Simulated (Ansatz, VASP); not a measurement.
## Cross-check of NaCl between VASP and Ansatz

Wanted: the spread between two codes on one cell, functional and k mesh. The cell comes out of the VASP series on this material, whose earlier steps may have relaxed, scaled or displaced it; both programs get it as it stands.

Calculated with Ansatz 0.2.0; plane waves, with VASP 6.6.1 beside it; relaxation of cell and atoms at PBEsol with D3(BJ) and relaxation of cell and atoms at r2SCAN.

## Step 1: Set-up

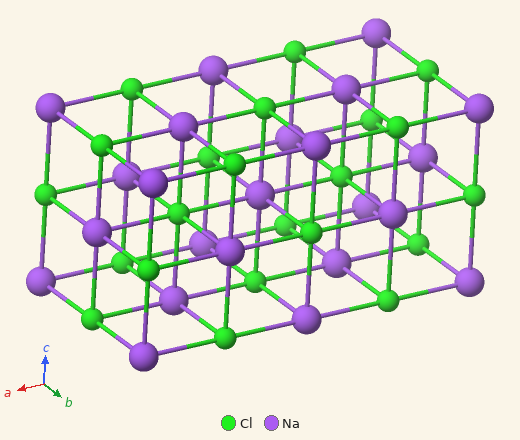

Start, viewed from a free direction; chlorine green, sodium purple. 2×1×1 cells are drawn. This picture shows the conventional cell, with its axes. Some periodic images of atoms are drawn too.

## Step 2: Ansatz: relaxation of cell and atoms, PBEsol with D3(BJ)

Ansatz runs on its default PAW (the set named soft_2) files.

The relaxed volume is the usual yardstick between codes: its relative difference is about their pressure difference at one cell divided by the bulk modulus.

input.yaml reads:

```yaml
crystal:
  lattice:
    - [0.0, 2.7474612591, 2.7474612591]
    - [2.7474612591, 0.0, 2.7474612591]
    - [2.7474612591, 2.7474612591, 0.0]
  atoms:
    - { symbol: Cl, position: [0.5, 0.5, 0.5] }
    - { symbol: Na, position: [0.0, 0.0, 0.0] }
hamiltonian:
  xc: pbesol
  pseudopotentials: { kind: paw }
  dispersion: d3bj
kpoints:
  mp_grid: { grid: [6, 6, 6] }
scf:
  occupations: { method: gaussian, width: 0.03 }
relax:
  f_tol: 0.01
  max_steps: 60
  cell: { stress_tol: 0.05 }
output:
  forces: true
  stress: true
```

Started as:

```bash
> ansatz run input.yaml --threads 4 --pin off --max-ram 9216MiB --backend cpu --events-out ev --progress --plain --runs-dir out
```

Numbers of over 12 decimals in the logs are rounded to 6 here.

Log:

```text
Engine: ansatz 0.2.0, aarch64-unknown-linux-gnu
Pseudopotentials: kind: paw
Pseudopotential: Cl, paw, valence charge 7, recommended cutoff 420 eV (normal), Cl.paw.azcp
Pseudopotential: Na, paw, valence charge 9, recommended cutoff 420 eV (normal), Na.paw.azcp
Functional definition: PBEsol
  exchange = pbesol_x
  correlation = pbesol_c
Crystal: 2 atoms, lattice volume = 41.479 Å³
Basis set: ecut = 420 eV, 869 PW (Γ), exchange–correlation on 54×54×54 points (8 copies of the dense FFT grid, shifted against one another)
Bands: 12, of which v1, the nominal top of the filled ones, is band 8 counted from 1 (7 counted from 0)
Symmetry: 48 space group operations
Space group: Fm-3m (ITA 225), of the structure as read, at distance tolerance 3.5e-5 Å
k-points: 16 of 216
Non-local potential: Cl, projectors of the file, l = 0: 2, l = 1: 2, l = 2: 2
Non-local potential: Na, projectors of the file, l = 0: 3, l = 1: 2, l = 2: 1
PAW form: soft (Blöchl's): semilocal exchange-correlation on the pseudo side does not see the compensation charge
PAW frozen core: Cl, regenerated for the run's functional, and the local potential with it (the file was generated under x = pbe(κ = 0.804, μ = 0.219515), c = pbe(β = 0.066725))
PAW frozen core: Na, regenerated for the run's functional, and the local potential with it (the file was generated under x = pbe(κ = 0.804, μ = 0.219515), c = pbe(β = 0.066725))
PAW one-centre angular grid: Cl, 110 points (default); XC on 64 Gauss nodes
PAW one-centre angular grid: Na, 110 points (default); XC on 64 Gauss nodes
Initial density: superposition of atomic densities (neutral atoms: chi_scale 0, normalization atom), corrected by the library's trained network
Initial wavefunctions: pseudopotential atomic-orbital guess
Functional: x = pbesol(κ = 0.804, μ = 0.123457), c = pbesol(β = 0.046)
SCF iter   1: F=—  HF=-2540.692353 eV  |F-HF|=—  |Δ(HF+E_count)|=         —  Δρ=2.98e-3  dr2=3.82e-3  ethr=1.77e-3  ⟨swp⟩=6.1  Hψ=1139  notcnv=0
preconditioner: auto → none  [insulator: Δε(μ)=5.183 eV  Ē_g=20.949 eV  σ=0.030 eV  W_gap=1.00  n_scr=14 (ndim 8)  ℏωp=21.6 eV  f_vac=0.013  D(μ)=0.00/eV (n_scr^D=0)  ε∞_Penn≈2.1]
SCF iter   2: F=—  HF=-2540.689686 eV  |F-HF|=—  |Δ(HF+E_count)|=   2.67e-3  Δρ=1.45e-3  dr2=1.19e-3  ethr=2.39e-5  ⟨swp⟩=2.8  Hψ=496  notcnv=0
SCF iter   3: F=—  HF=-2540.689796 eV  |F-HF|=—  |Δ(HF+E_count)|=   1.11e-4  Δρ=1.34e-3  dr2=1.08e-3  ethr=7.47e-6  ⟨swp⟩=2.0  Hψ=320  notcnv=0
SCF iter   4: F=—  HF=-2540.689453 eV  |F-HF|=—  |Δ(HF+E_count)|=   3.44e-4  Δρ=4.92e-4  dr2=1.45e-4  ethr=6.77e-6  ⟨swp⟩=2.1  Hψ=227  notcnv=0
SCF iter   5: F=—  HF=-2540.689401 eV  |F-HF|=—  |Δ(HF+E_count)|=   5.13e-5  Δρ=1.31e-5  dr2=3.60e-8  ethr=9.03e-7  ⟨swp⟩=2.0  Hψ=255  notcnv=0
SCF iter   6: F=—  HF=-2540.689412 eV  |F-HF|=—  |Δ(HF+E_count)|=   1.06e-5  Δρ=2.62e-6  dr2=1.54e-9  ethr=2.25e-10  ⟨swp⟩=2.9  Hψ=693  notcnv=0
SCF iter   7: F=-2540.689412 eV  HF=-2540.689412 eV  |F-HF|=7.53e-10  |Δ(HF+E_count)|=   3.36e-9  Δρ=1.35e-6  dr2=1.26e-9  ethr=9.61e-12  ⟨swp⟩=1.9  Hψ=539  notcnv=0
SCF 1 converged in 7 iterations: F = -2540.689412 eV  dr2 = 1.26e-9
  greatest PAW one-centre occupation: 0.999 electrons in one spin orbital (limit 2), on the Na atom at site 1 (counted from 0), in its partial waves of l = 0
relax step   1: F+E_penalty+E_count = -2540.68941188 eV  Δ(F+E_penalty+E_count) = +0.000e0 eV  max|allowed force component| = 2.186e-30 eV/Å  Δτ_max = 0.0000 Å  P = +0.063 GPa  Ω = 41.479 Å³  (7 SCF iters, dr2 threshold 1.00e-7 eV, accepted)
[...]
relax step   2: F+E_penalty+E_count = -2540.68942574 eV  Δ(F+E_penalty+E_count) = -1.386e-5 eV  max|allowed force component| = 1.824e-30 eV/Å  Δτ_max = 0.0000 Å  P = +0.024 GPa  Ω = 41.533 Å³  energy of the carried Pulay correction = -8.695e-7 eV  (4 SCF iters, dr2 threshold 1.00e-8 eV, accepted)
[...]
relax step   3: F+E_penalty+E_count = -2540.68942574 eV  Δ(F+E_penalty+E_count) = +6.185e-11 eV  max|allowed force component| = 1.742e-30 eV/Å  Δτ_max = 0.0000 Å  P = +0.024 GPa  Ω = 41.533 Å³  stress off target by 2.39e-2 GPa  SCF on the basis re-selected at this cell (its energy is not comparable with the rows above)  (5 SCF iters)
basis re-selected at this cell: Δ(F+E_penalty+E_count) = +6.185e-11 eV, ΔP = +0.000 GPa vs the last step (what re-selecting the basis moved, of the pressure what is left beyond the Pulay correction that the steps carried, after the strain that the cell walked since its last selection, with what the two solves' SCF thresholds leave and, on support functions, any second-order correction that the steps lacked; it is no  [...]
SCF converged after 5 iterations
Free energy (F): -2540.689426 eV
Harris-Foulkes:  -2540.689426 eV  (|F-HF|=4.55e-12)
Internal energy: -2540.689426 eV  (E = F + TS)
E sigma→0 (E₀):  -2540.689426 eV
Fermi energy:    4.277189 eV
--- Per-component energies (eV) ---
  E_band       = -224.068365
  E_kinetic    = 283.254167
  E_local      = -1491.361945  (includes V_loc(G=0)·N_el)
  E_nonlocal   = 144.941027
  E_hartree    = 523.826548
  E_xc         = -145.288833
  E_vxc        = -172.250243  (∫ρ·V_xc dr)
  E_paw        = -895.327304  (= ΣΔE_a)
  E_vpaw       = -36.304480  (= ΣTr[D̂ρ^β])
  E_aug_tail   = 0.000068  (compensation charges beyond the density's cutoff)
  E_ewald      = -960.451514
  E_disp       = -0.414765  (pairwise vdW)
  E_core_change = 0.133126  (= ΣΔE_core)
  E_smearing   = -0.000000  (= −TS)
  E_closure    = -0.000000  (closes the sum)
  Σ components = -2540.689426   (vs F -2540.689426, Δ=0.00e0)
--- Forces (eV/Å), atoms counted from 1 ---
  atom   1  Cl     0.00000000     0.00000000     0.00000000
  atom   2  Na    -0.00000000     0.00000000     0.00000000
  max |Σ_I F_I| component: 2.30e-30 eV/Å
--- Stress (GPa, compression-positive) ---
        0.023887      -0.000000      -0.000000
       -0.000000       0.023887      -0.000000
       -0.000000      -0.000000       0.023887
  P = ⅓ Tr σ = 0.0239 GPa (0.239 kbar)
--- Relaxed structure (2 steps of the walk, 2 accepted, 1 SCFs on fresh bases) ---
  F+E_penalty+E_count = -2540.68942574 eV   max|allowed force component| = 1.742e-30 eV/Å   (the final SCF, on the basis selected at the relaxed cell)
  cell:  # Å, volume = 41.5329 Å³
    - [0.0, 2.748659, 2.748659]
    - [2.748659, 0, 2.748659]
    - [2.748659, 2.748659, 0]
  atoms:
    - { symbol: Cl, position: [0.5, 0.5, 0.5] }
    - { symbol: Na, position: [0, 0, 0] }
```

Elapsed: 1.1 s, on 4 threads of Arm Neoverse V2, shared host; peak memory 0.28 GiB; 2.2 s of CPU time.

## Step 3: VASP: relaxation of cell and atoms, PBEsol with D3(BJ)

The same cell, functional, mesh and smearing now go to VASP, with its own data sets and cutoff.

Lines of VASP's logs that name or quote its potential files are left out, and so is its time.

INCAR reads:

```
SYSTEM = NaCl
PREC = Accurate
ENCUT = 450
EDIFF = 1E-06
NELM = 100
ISMEAR = 0
SIGMA = 0.03
LREAL = .FALSE.
ALGO = Normal
GGA = PS
IVDW = 12
NBANDS = 13
LORBIT = 11
LWAVE = .FALSE.
LCHARG = .FALSE.
KPAR = 4
IBRION = 2
NSW = 50
ISIF = 3
EDIFFG = -0.006
```

POSCAR reads:

```
NaCl
1.0
    0.0000000000      2.7474612591      2.7474612591
    2.7474612591      0.0000000000      2.7474612591
    2.7474612591      2.7474612591      0.0000000000
Cl Na
1 1
Direct
    0.5000000000      0.5000000000      0.5000000000
    0.0000000000      0.0000000000      0.0000000000
```

KPOINTS reads:

```
Automatic mesh
0
Gamma
6 6 6
0 0 0
```

The projector-augmented-wave data sets are Cl and Na_pv (PBE family, release 64).

Started as:

```bash
> mpirun -np 4 vasp_std
```

Log:

```text
[banner, memory and clock lines left out]
running    4 mpi-ranks, on    1 nodes
 distrk:  each k-point on    1 cores,    4 groups
 distr:  one band on    1 cores,    1 groups

 POSCAR found type information on POSCAR ClNa
 POSCAR found :  2 types and       2 ions
|                                                                             |
|               ----> ADVICE to this user running VASP <----                  |
|                                                                             |
|     You enforced a specific xc type in the INCAR file but a different       |
|     [... a line on the potential file left out ...]
|     I HOPE YOU KNOW WHAT YOU ARE DOING!                                     |
|                                                                             |

 LDA part: xc-table for (Slater+PW92), standard interpolation
 POSCAR, INCAR and KPOINTS ok, starting setup
 FFT: planning ... GRIDC
 FFT: planning ... GRID_SOFT
 FFT: planning ... GRID
 WAVECAR not read
 entering main loop
       N       E                     dE             d eps       ncg     rms          rms(c)
DAV:   1     0.892042123425E+02    0.89204E+02   -0.65551E+03   421   0.987E+02
DAV:   2     0.100457132936E+00   -0.89104E+02   -0.81714E+02   460   0.263E+02
DAV:   3    -0.701689683569E+01   -0.71174E+01   -0.70709E+01   541   0.690E+01
DAV:   4    -0.713671208640E+01   -0.11982E+00   -0.11974E+00   481   0.967E+00
DAV:   5    -0.713932929686E+01   -0.26172E-02   -0.26171E-02   501   0.146E+00    0.194E+00
DAV:   6    -0.699245546188E+01    0.14687E+00   -0.24520E-01   496   0.382E+00    0.140E+00
DAV:   7    -0.698171708084E+01    0.10738E-01   -0.63180E-02   559   0.180E+00    0.940E-01
DAV:   8    -0.698468039183E+01   -0.29633E-02   -0.69087E-03   446   0.831E-01    0.276E-01
DAV:   9    -0.698458201975E+01    0.98372E-04   -0.18741E-04   511   0.116E-01    0.156E-01
DAV:  10    -0.698461095075E+01   -0.28931E-04   -0.20065E-04   461   0.107E-01    0.421E-02
DAV:  11    -0.698460483593E+01    0.61148E-05   -0.13000E-05   506   0.314E-02    0.139E-02
DAV:  12    -0.698460445541E+01    0.38052E-06   -0.20568E-06   456   0.108E-02
   1 F= -.73998116E+01 E0= -.73998116E+01  d E =-.739981E+01
 curvature:   0.00 expect dE= 0.000E+00 dE for cont linesearch  0.000E+00
 trial: gam= 0.00000 g(F)=  0.570E-60 g(S)=  0.656E-06 ort = 0.000E+00 (trialstep = 0.100E+01)
 search vector abs. value=  0.656E-06
 reached required accuracy - stopping structural energy minimisation
```

Parts of OUTCAR (step 3):

```text
ion  position               nearest neighbor table
   1  0.500  0.500  0.500-
   2  0.000  0.000  0.000-

  LATTYP: Found a face centered cubic cell.
 ALAT       =     5.4949225182

 Subroutine GETGRP returns: Found 48 space group operations
 (whereof 48 operations were pure point group operations)

The static configuration has the point symmetry O_h .

 Found     16 irreducible k-points:

   k-points           NKPTS =     16   k-points in BZ     NKDIM =     16   number of bands    NBANDS=     13

   dimension x,y,z NGX =    28 NGY =   28 NGZ =   28
   dimension x,y,z NGXF=    56 NGYF=   56 NGZF=   56

   ENCUT  =  450.0 eV  33.07 Ry    5.75 a.u.   6.72  6.72  6.72*2*pi/ulx,y,z

   NELECT =      14.0000    total number of electrons

 k-points in reciprocal lattice and weights: Automatic mesh
   0.00000000  0.00000000  0.00000000       0.005
   0.16666667  0.00000000  0.00000000       0.037
   0.33333333  0.00000000  0.00000000       0.037
   0.50000000  0.00000000  0.00000000       0.019
   0.16666667  0.16666667  0.00000000       0.028
   0.33333333  0.16666667  0.00000000       0.111
   0.50000000  0.16666667  0.00000000       0.111
  -0.33333333  0.16666667  0.00000000       0.111
  -0.16666667  0.16666667  0.00000000       0.056
[...]
-0.33333333  0.33333333  0.16666667       0.111
  -0.33333333  0.50000000  0.16666667       0.056

 average (electrostatic) potential at core
       1 -93.2789       2 -46.5026

 E-fermi :  -0.1420

 k-point     1 :       0.0000    0.0000    0.0000
  band No.  band energies     occupation
    ...
      3     -20.8267      2.00000
      4     -13.1472      2.00000
      5      -0.3087      2.00000
      6      -0.3087      2.00000
      7      -0.3087      2.00000
      8       4.9241      0.00000
      9      10.7543      0.00000
     10      10.7543      0.00000
     11      10.7543      0.00000
     12      13.0826      0.00000
    ...

 k-point     2 :       0.1667    0.0000    0.0000
  band No.  band energies     occupation
    ...
      3     -20.8276      2.00000
      4     -13.0435      2.00000
      5      -1.0076      2.00000
      6      -0.3923      2.00000
      7      -0.3923      2.00000
      8       5.7932      0.00000
      9       9.9579      0.00000
     10      11.0776      0.00000
     11      11.0776      0.00000
     12      12.7824      0.00000
    ...

 k-point     3 :       0.3333    0.0000    0.0000
  band No.  band energies     occupation
    ...
      3     -20.8289      2.00000
      4     -12.8252      2.00000
      5      -2.0800      2.00000
      6      -0.5504      2.00000
      7      -0.5504      2.00000
      8       6.7976      0.00000
      9      10.0022      0.00000
     10      10.9559      0.00000
     11      10.9559      0.00000
     12      13.9250      0.00000
    ...

 Edisp (eV)   -0.41521

  Total      -0.00301    -0.00301    -0.00301    -0.00000    -0.00000     0.00000
  in kB      -0.11632    -0.11632    -0.11632    -0.00000    -0.00000     0.00000
  external pressure =       -0.12 kB  Pullay stress =        0.00 kB

  energy-cutoff  :      450.00
  volume of cell :       41.48
      direct lattice vectors                 reciprocal lattice vectors
     0.000000000  2.747461259  2.747461259    -0.181986188  0.181986188  0.181986188
     2.747461259  0.000000000  2.747461259     0.181986188 -0.181986188  0.181986188
     2.747461259  2.747461259  0.000000000     0.181986188  0.181986188 -0.181986188

 POSITION                                       TOTAL-FORCE (eV/Angst)
 -----------------------------------------------------------------------------------
      2.74746      2.74746      2.74746         0.000000      0.000000      0.000000
      0.00000      0.00000      0.00000        -0.000000     -0.000000     -0.000000
 -----------------------------------------------------------------------------------
    total drift:                                0.000000      0.000000      0.000000

  FREE ENERGIE OF THE ION-ELECTRON SYSTEM (eV)
  ---------------------------------------------------
  free  energy   TOTEN  =        -7.3998115927 eV

  energy  without entropy=       -7.3998115927  energy(sigma->0) =       -7.39981159

 reached required accuracy - stopping structural energy minimisation

 total charge
# of ion       s       p       d       tot
------------------------------------------
    1        1.578   3.569   0.000   5.148
    2        0.049   5.988   0.000   6.038
--------------------------------------------------
tot          1.628   9.558   0.000  11.185

[... 3 further parts left out ...]
```

CONTCAR:

```
NaCl
   1.00000000000000
     0.0000000000000000    2.7474612591000001    2.7474612591000001
     2.7474612591000001    0.0000000000000000    2.7474612591000001
     2.7474612591000001    2.7474612591000001    0.0000000000000000
  Cl              Na
     1     1
Direct
     0.5000000000000000    0.5000000000000000    0.5000000000000000
     0.0000000000000000    0.0000000000000000    0.0000000000000000
```

[end of part 1 of 2]

[Lines on the potential files, build, host, timing and source positions are cut from VASP's logs without a mark.]

[Logs are printed without paths, hosts, clocks, repeated set-up lines and the standing remarks that a program may print on its own settings, such as how far it seeks lower states.]

[Hosts, paths, dates, database ids (printed as entryN), source tags and the programs' standing remarks are cut or masked in the printed files.]
